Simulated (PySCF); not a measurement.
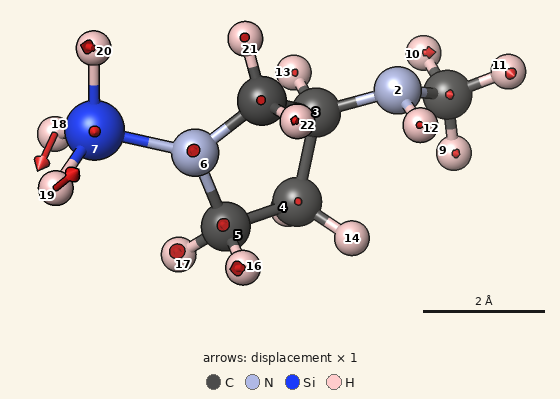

A relaxation of C₅H₁₄N₂Si. The starting structure is drawn; red arrows show the displacements, at their true length. The two geometries are superimposed by the best rigid fit.

A ball-and-stick model, seen at a tilt.

The start comes from GFN2-xTB. Its atoms were then displaced at random by about 0.01 Å.

The calculation used PBE0-D3(BJ)/def2-SVP geometry optimisation, gas phase (PySCF 2.14.0, density-fitted response routines). 

Atoms of which element are displaced furthest, and by how much?

Hydrogen: up to 0.91 Å, against 0.29 Å for carbon.

What happened in the run?

The atom that moves furthest after the best rigid fit is an H atom (0.91 Å). By element the largest moves are H 0.91 Å, C 0.29 Å, N 0.29 Å, Si 0.22 Å. Among the contacts that change: C–H 1.073 → 1.110 Å, C–C 1.563 → 1.529 Å, C–C 1.508 → 1.540 Å, H–Si 1.466 → 1.494 Å. Among the angles between lasting bonds that change: N–Si–H 109.6° → 115.3°, H–Si–H 112.6° → 107.5°, N–Si–H 104.0° → 108.1°. After 16 geometry steps the energy has fallen by 21.4 kJ/mol.
